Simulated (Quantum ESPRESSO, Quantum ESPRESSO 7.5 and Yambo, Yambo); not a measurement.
**Quasiparticle gap of KBr (Fm-3m) in Yambo**

Aim: the G0W0 gap of KBr (Fm-3m) on PBE, step by step.

Main program and level: Quantum ESPRESSO 7.5 and Yambo 5.3.0; PBE and many-body steps on it, plane waves.

## Step 1: Starting point

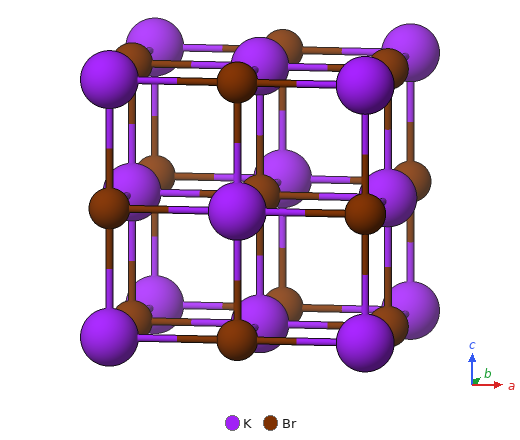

The cell as given, slightly off an axis (potassium purple, bromine brown). This picture shows the conventional cell, with its axes. Some periodic images of atoms are drawn too.

The cell and positions come from the Crystallography Open Database and are kept as given unless a step says otherwise.

## Step 2: Ground state

This step: Quantum ESPRESSO 7.5; DFT, PBE, plane waves, norm-conserving pseudopotentials.

The ground-state density comes first.

pw.in

```
&control
  calculation = 'scf'
  prefix = 'x'
  outdir = 'o'
  pseudo_dir = 'pseudo'
/
&system
  ibrav = 0
  nat = 2
  ntyp = 2
  ecutwfc = 76.0
  nbnd = 18
  force_symmorphic = .true.
/
&electrons
  conv_thr = 1e-10
  electron_maxstep = 80
  mixing_beta = 0.5
/
ATOMIC_SPECIES
  K 39.098 K.upf
  Br 79.904 Br.upf
CELL_PARAMETERS angstrom
  0.0000000000 3.3000000000 3.3000000000
  3.3000000000 0.0000000000 3.3000000000
  3.3000000000 3.3000000000 0.0000000000
ATOMIC_POSITIONS crystal
  K 0.0000000000 0.0000000000 0.0000000000
  Br 0.5000000000 0.5000000000 0.5000000000
K_POINTS automatic
  6 6 6 0 0 0
```

On the command line:

```console
> OMP_NUM_THREADS=1 mpirun -n 4 pw.x -nk 4 -in pw.in > pw.out
```

The program printed:

```text
Program PWSCF v.7.5 starts

     This program is part of the open-source Quantum ESPRESSO suite
     for quantum simulation of materials; please cite
         "P. Giannozzi et al., J. Phys.:Condens. Matter 21 395502 (2009);
         "P. Giannozzi et al., J. Phys.:Condens. Matter 29 465901 (2017);
         "P. Giannozzi et al., J. Chem. Phys. 152 154105 (2020);
     in publications or presentations arising from this work. More details at
     Message from routine setup:
     using ibrav=0 with symmetry is DISCOURAGED, use correct ibrav instead

     G-vector sticks info

     bravais-lattice index     =            0
     lattice parameter (alat)  =       8.8192  a.u.
     unit-cell volume          =     485.0298 (a.u.)^3
     number of atoms/cell      =            2
     number of atomic types    =            2
     number of electrons       =        26.00
     number of Kohn-Sham states=           18
     kinetic-energy cutoff     =      76.0000  Ry
     charge density cutoff     =     304.0000  Ry
     scf convergence threshold =      1.0E-10
     mixing beta               =       0.5000
     number of iterations used =            8  plain     mixing
     Exchange-correlation= PBE
                           (   1   4   3   4   0   0   0)

     celldm(1)=   8.819172  celldm(2)=   0.000000  celldm(3)=   0.000000
     celldm(4)=   0.000000  celldm(5)=   0.000000  celldm(6)=   0.000000

     crystal axes: (cart. coord. in units of alat)
               a(1) = (   0.000000   0.707107   0.707107 )
               a(2) = (   0.707107   0.000000   0.707107 )
               a(3) = (   0.707107   0.707107   0.000000 )

     reciprocal axes: (cart. coord. in units 2 pi/alat)
               b(1) = ( -0.707107  0.707107  0.707107 )
               b(2) = (  0.707107 -0.707107  0.707107 )
               b(3) = (  0.707107  0.707107 -0.707107 )
     Pseudo is Norm-conserving + core correction, Zval =  9.0
     Generated using ONCVPSP code by D. R. Hamann
     Using radial grid of 2222 points,  6 beta functions with:
     Pseudo is Norm-conserving + core correction, Zval = 17.0
     Generated using ONCVPSP code by D. R. Hamann
     Using radial grid of 1098 points,  6 beta functions with:
     K                 9.00    39.09800     K ( 1.00)
     Br               17.00    79.90400     Br( 1.00)

     48 Sym. Ops., with inversion, found

   Cartesian axes

     site n.     atom                  positions (alat units)
         1        K      tau(   1) = (   0.0000000   0.0000000   0.0000000  )
         2        Br     tau(   2) = (   0.7071068   0.7071068   0.7071068  )

     number of k points=    16
                       cart. coord. in units 2pi/alat
        k(    1) = (   0.0000000   0.0000000   0.0000000), wk =   0.0092593
        k(    2) = (   0.1178511   0.1178511  -0.1178511), wk =   0.0740741
        k(    3) = (   0.2357023   0.2357023  -0.2357023), wk =   0.0740741
        k(    4) = (  -0.3535534  -0.3535534   0.3535534), wk =   0.0370370
        k(    5) = (   0.2357023   0.0000000  -0.0000000), wk =   0.0555556
        k(    6) = (   0.3535534   0.1178511  -0.1178511), wk =   0.2222222
        k(    7) = (  -0.2357023  -0.4714045   0.4714045), wk =   0.2222222
        k(    8) = (  -0.1178511  -0.3535534   0.3535534), wk =   0.2222222
        k(    9) = (   0.0000000  -0.2357023   0.2357023), wk =   0.1111111
        k(   10) = (   0.4714045   0.0000000  -0.0000000), wk =   0.0555556
     [... 4 further rows ...]
        k(   15) = (  -0.1178511  -0.3535534   0.5892557), wk =   0.2222222
        k(   16) = (  -0.7071068   0.2357023   0.0000000), wk =   0.1111111

     Dense  grid:    43599 G-vectors     FFT dimensions: (  50,  50,  50)

     Initial potential from superposition of free atoms

     starting charge      25.9807, renormalised to      26.0000
     Starting wfcs are   14 randomized atomic wfcs +    4 random wfcs

     per-process dynamical memory:    36.7 Mb

     Self-consistent Calculation

     iteration #  1     ecut=    76.00 Ry     beta= 0.50

     Threshold (ethr) on eigenvalues was too large:
     Diagonalizing with lowered threshold

     total energy              =    -331.11329278 Ry
     estimated scf accuracy    <       0.04170648 Ry

     iteration #  2     ecut=    76.00 Ry     beta= 0.50

     total energy              =    -331.12118008 Ry
     estimated scf accuracy    <       0.00243824 Ry

     iteration #  3     ecut=    76.00 Ry     beta= 0.50

     total energy              =    -331.12168411 Ry
     estimated scf accuracy    <       0.00053538 Ry

     iteration #  4     ecut=    76.00 Ry     beta= 0.50

     total energy              =    -331.12177003 Ry
     estimated scf accuracy    <       0.00002068 Ry

     iteration #  5     ecut=    76.00 Ry     beta= 0.50

     total energy              =    -331.12177779 Ry
     estimated scf accuracy    <       0.00000444 Ry

     iteration #  6     ecut=    76.00 Ry     beta= 0.50

     total energy              =    -331.12177894 Ry
     estimated scf accuracy    <       0.00000002 Ry

     iteration #  7     ecut=    76.00 Ry     beta= 0.50

     total energy              =    -331.12177898 Ry
     estimated scf accuracy    <          2.6E-09 Ry

     iteration #  8     ecut=    76.00 Ry     beta= 0.50

     total energy              =    -331.12177898 Ry
     estimated scf accuracy    <          3.7E-10 Ry

     iteration #  9     ecut=    76.00 Ry     beta= 0.50

     total energy              =    -331.12177898 Ry
     estimated scf accuracy    <          1.1E-10 Ry

     iteration # 10     ecut=    76.00 Ry     beta= 0.50

     End of self-consistent calculation

          k = 0.0000 0.0000 0.0000 (  5521 PWs)   bands (ev):

   -56.1051 -56.1051 -56.1030 -56.1030 -56.1030 -25.6928 -10.2110  -9.1698
    -9.1698  -9.1698   2.0853   2.0853   2.0853   6.5214   9.6944   9.6944
     9.6944  10.5130

          k = 0.1179 0.1179-0.1179 (  5444 PWs)   bands (ev):

   -56.1051 -56.1051 -56.1030 -56.1030 -56.1030 -25.6914 -10.2618  -9.1712
    -9.1712  -9.1016   1.7204   1.9968   1.9968   7.1770   9.5543  10.0172
    10.0172  10.8674

          k = 0.2357 0.2357-0.2357 (  5429 PWs)   bands (ev):

   -56.1051 -56.1051 -56.1030 -56.1030 -56.1030 -25.6886 -10.3489  -9.1739
    -9.1739  -8.9790   1.1485   1.8306   1.8306   8.2855   9.8060  10.8789
    10.8789  11.7584

          k =-0.3536-0.3536 0.3536 (  5444 PWs)   bands (ev):

     [... further k-points ...]

     highest occupied, lowest unoccupied level (ev):     2.0853    6.5214

!    total energy              =    -331.12177898 Ry
     estimated scf accuracy    <          3.8E-12 Ry

     The total energy is the sum of the following terms:
     one-electron contribution =    -219.69576738 Ry
     hartree contribution      =     108.73966860 Ry
     xc contribution           =     -57.41504571 Ry
     ewald contribution        =    -162.75063449 Ry

     convergence has been achieved in  10 iterations

     XML data file, charge density, pseudopotentials, collected wavefunctions

=------------------------------------------------------------------------------=
   JOB DONE.
=------------------------------------------------------------------------------=
```

Elapsed: 10 s, on 4 MPI ranks of Arm Neoverse V1, shared host; peak memory 0.31 GiB; 40 s of CPU time.

Numbers from this step:

```
total energy               : -4505.1413 eV
gap                        : 4.436 eV
k of the valence top       : 0, 0, 0
k of the conduction bottom : 0, 0, 0
least direct gap           : 4.436 eV
```

The gap is direct, at Γ.

## Step 3: Bands along the symmetry lines

Levels along a band path, at the cheap level, show where the edges lie and whether the meshes to come will hold them.

pw.in

```
&control
  calculation = 'bands'
  prefix = 'x'
  outdir = 'o'
  pseudo_dir = 'pseudo'
/
&system
  ibrav = 0
  nat = 2
  ntyp = 2
  ecutwfc = 76.0
  nbnd = 19
  force_symmorphic = .true.
/
&electrons
  conv_thr = 1e-9
  electron_maxstep = 80
  diago_full_acc = .true.
  diago_thr_init = 5e-6
/
ATOMIC_SPECIES
  K 39.098 K.upf
  Br 79.904 Br.upf
CELL_PARAMETERS angstrom
  0.0000000000 3.3000000000 3.3000000000
  3.3000000000 0.0000000000 3.3000000000
  3.3000000000 3.3000000000 0.0000000000
ATOMIC_POSITIONS crystal
  K 0.0000000000 0.0000000000 0.0000000000
  Br 0.5000000000 0.5000000000 0.5000000000
K_POINTS crystal
  50
  0.00000000 0.00000000 0.00000000 1
  0.06250000 0.00000000 0.06250000 1
  0.12500000 0.00000000 0.12500000 1
  0.18750000 0.00000000 0.18750000 1
  0.25000000 0.00000000 0.25000000 1
  0.31250000 0.00000000 0.31250000 1
  0.37500000 0.00000000 0.37500000 1
  0.43750000 0.00000000 0.43750000 1
  0.50000000 0.00000000 0.50000000 1
  0.51562500 0.03125000 0.51562500 1
  0.53125000 0.06250000 0.53125000 1
  0.54687500 0.09375000 0.54687500 1
  0.56250000 0.12500000 0.56250000 1
  0.57812500 0.15625000 0.57812500 1
  0.59375000 0.18750000 0.59375000 1
  0.60937500 0.21875000 0.60937500 1
  0.62500000 0.25000000 0.62500000 1
  0.37500000 0.37500000 0.75000000 1
  0.32812500 0.32812500 0.65625000 1
  0.28125000 0.28125000 0.56250000 1
  0.23437500 0.23437500 0.46875000 1
  0.18750000 0.18750000 0.37500000 1
  0.14062500 0.14062500 0.28125000 1
  0.09375000 0.09375000 0.18750000 1
  0.04687500 0.04687500 0.09375000 1
  0.00000000 0.00000000 0.00000000 1
  0.06250000 0.06250000 0.06250000 1
  0.12500000 0.12500000 0.12500000 1
  0.18750000 0.18750000 0.18750000 1
  0.25000000 0.25000000 0.25000000 1
  0.31250000 0.31250000 0.31250000 1
  0.37500000 0.37500000 0.37500000 1
  0.43750000 0.43750000 0.43750000 1
  0.50000000 0.50000000 0.50000000 1
  0.50000000 0.46875000 0.53125000 1
  0.50000000 0.43750000 0.56250000 1
  0.50000000 0.40625000 0.59375000 1
  0.50000000 0.37500000 0.62500000 1
  0.50000000 0.34375000 0.65625000 1
  0.50000000 0.31250000 0.68750000 1
  0.50000000 0.28125000 0.71875000 1
  0.50000000 0.25000000 0.75000000 1
  0.50000000 0.21875000 0.71875000 1
  0.50000000 0.18750000 0.68750000 1
  0.50000000 0.15625000 0.65625000 1
  0.50000000 0.12500000 0.62500000 1
  0.50000000 0.09375000 0.59375000 1
  0.50000000 0.06250000 0.56250000 1
  0.50000000 0.03125000 0.53125000 1
  0.50000000 0.00000000 0.50000000 1
```

The program printed:

```text
[banner, memory and clock lines left out]
Program PWSCF v.7.5 starts

     Atomic positions and unit cell read from directory:
     o/x.save/

     Message from routine setup:
     using ibrav=0 with symmetry is DISCOURAGED, use correct ibrav instead

     G-vector sticks info

     bravais-lattice index     =            0
     lattice parameter (alat)  =       8.8192  a.u.
     unit-cell volume          =     485.0298 (a.u.)^3
     number of atoms/cell      =            2
     number of atomic types    =            2
     number of electrons       =        26.00
     number of Kohn-Sham states=           19
     kinetic-energy cutoff     =      76.0000  Ry
     charge density cutoff     =     304.0000  Ry
     Exchange-correlation= PBE
                           (   1   4   3   4   0   0   0)

     celldm(1)=   8.819172  celldm(2)=   0.000000  celldm(3)=   0.000000
     celldm(4)=   0.000000  celldm(5)=   0.000000  celldm(6)=   0.000000

     crystal axes: (cart. coord. in units of alat)
               a(1) = (   0.000000   0.707107   0.707107 )
               a(2) = (   0.707107   0.000000   0.707107 )
               a(3) = (   0.707107   0.707107   0.000000 )

     reciprocal axes: (cart. coord. in units 2 pi/alat)
               b(1) = ( -0.707107  0.707107  0.707107 )
               b(2) = (  0.707107 -0.707107  0.707107 )
               b(3) = (  0.707107  0.707107 -0.707107 )
     Pseudo is Norm-conserving + core correction, Zval =  9.0
     Generated using ONCVPSP code by D. R. Hamann
     Using radial grid of 2222 points,  6 beta functions with:
     Pseudo is Norm-conserving + core correction, Zval = 17.0
     Generated using ONCVPSP code by D. R. Hamann
     Using radial grid of 1098 points,  6 beta functions with:
     K                 9.00    39.09800     K ( 1.00)
     Br               17.00    79.90400     Br( 1.00)

     48 Sym. Ops., with inversion, found

   Cartesian axes

     site n.     atom                  positions (alat units)
         1        K      tau(   1) = (   0.0000000   0.0000000   0.0000000  )
         2        Br     tau(   2) = (   0.7071068   0.7071068   0.7071068  )

     number of k points=    50
                       cart. coord. in units 2pi/alat
        k(    1) = (   0.0000000   0.0000000   0.0000000), wk =   0.0400000
        k(    2) = (   0.0000000   0.0883883   0.0000000), wk =   0.0400000
        k(    3) = (   0.0000000   0.1767767   0.0000000), wk =   0.0400000
[...]
[... 38 further rows ...]
        k(   49) = (   0.0441942   0.7071068   0.0000000), wk =   0.0400000
        k(   50) = (   0.0000000   0.7071068   0.0000000), wk =   0.0400000

     Dense  grid:    43599 G-vectors     FFT dimensions: (  50,  50,  50)

     The potential is recalculated from file :
     o/x.save/charge-density

     Starting wfcs are   14 randomized atomic wfcs +    5 random wfcs

     Band Structure Calculation

     End of band structure calculation

          k = 0.0000 0.0000 0.0000 (  5521 PWs)   bands (ev):

   -56.1051 -56.1051 -56.1029 -56.1029 -56.1029 -25.6928 -10.2110  -9.1698
    -9.1698  -9.1698   2.0853   2.0853   2.0853   6.5214   9.6944   9.6944
     9.6944  10.5130  10.5130

          k = 0.0000 0.0884 0.0000 (  5433 PWs)   bands (ev):

   -56.1051 -56.1051 -56.1029 -56.1029 -56.1029 -25.6925 -10.2212  -9.1711
[...]
9.7935  10.5420  10.6191

          k = 0.0000 0.1768 0.0000 (  5425 PWs)   bands (ev):

[...]
10.0832  10.6267  10.9182

          k =-0.0000 0.2652 0.0000 (  5413 PWs)   bands (ev):

[...]
k = 0.0000 0.4419-0.0000 (  5437 PWs)   bands (ev):

[...]
k =-0.0000 0.5303 0.0000 (  5446 PWs)   bands (ev):

[...]
k = 0.0000 0.6187-0.0000 (  5430 PWs)   bands (ev):

[...]
k = 0.4640 0.4640-0.0000 (  5404 PWs)   bands (ev):

[...]
k = 0.3315 0.3315-0.0000 (  5416 PWs)   bands (ev):

[...]
k = 0.3094 0.7071-0.0000 (  5428 PWs)   bands (ev):

[...]
k = 0.2210 0.7071-0.0000 (  5428 PWs)   bands (ev):

[...]
k = 0.1768 0.7071-0.0000 (  5418 PWs)   bands (ev):

[...]
k = 0.0442 0.7071 0.0000 (  5432 PWs)   bands (ev):

[...]
11.5282  11.7231  12.8320

          k = 0.0000 0.7071 0.0000 (  5434 PWs)   bands (ev):

   -56.1051 -56.1051 -56.1030 -56.1029 -56.1029 -25.6856 -10.1138  -9.2601
    -9.2057  -9.2057   1.2739   1.8005   1.8005   7.9565   9.2889  11.4404
    11.5903  11.7409  12.7997

     XML data file, pseudopotentials, collected wavefunctions
```

The job ended after 10 s (4 MPI ranks; peak memory 0.26 GiB).

This step gave:

```yaml
gap: 4.436 eV
k_of_the_valence_top: 0, 0, 0
k_of_the_conduction_bottom: 0, 0, 0
least_direct_gap: 4.436 eV
```

The gap is 4.436 eV, as in the run before at this level.

Electronic bands along the path, in eV, zero at the top of the highest filled band:

| point | band 10 | band 11 | band 12 | band 13 | band 14 | band 15 | band 16 | band 17 |
| --- | --- | --- | --- | --- | --- | --- | --- | --- |
| Γ | -11.26 | 0.00 | 0.00 | 0.00 | 4.44 | 7.61 | 7.61 | 7.61 |
| X | -11.29 | -0.81 | -0.28 | -0.28 | 5.87 | 7.20 | 9.36 | 9.51 |
| U | -11.18 | -0.69 | -0.64 | -0.33 | 6.60 | 8.16 | 8.46 | 9.16 |
| jump to K | -11.18 | -0.69 | -0.64 | -0.33 | 6.60 | 8.16 | 8.46 | 9.16 |
| Γ | -11.26 | 0.00 | 0.00 | 0.00 | 4.44 | 7.61 | 7.61 | 7.61 |
| L | -11.01 | -1.18 | -0.33 | -0.33 | 6.59 | 8.23 | 9.74 | 9.74 |
| W | -11.16 | -0.59 | -0.59 | -0.54 | 7.39 | 7.39 | 8.26 | 9.00 |
| X | -11.29 | -0.81 | -0.28 | -0.28 | 5.87 | 7.20 | 9.36 | 9.51 |

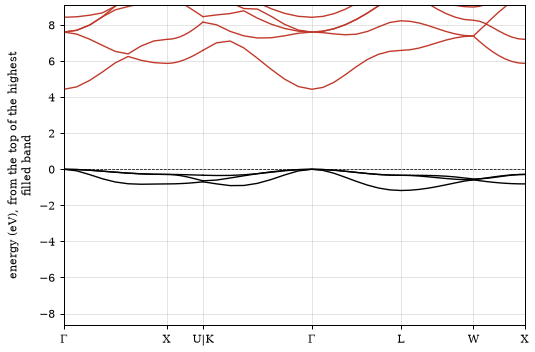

Electronic bands along the path; lines of filled and empty bands in two colours.

(Part 1 of 2 ends here.)

[Paths, hosts, dates, memory and timing lines, banners, echoed tables and standing remarks are left out of the program output.]

[Logs are printed without paths, hosts, clocks, repeated set-up lines and the standing remarks that a program may print on its own settings, such as how far it seeks lower states.]

[Runs of the session that timed out or met a known fault of the program may be left out.]

[Hosts, paths, dates, database ids (printed as entryN), source tags and the programs' standing remarks are cut or masked in the printed files.]
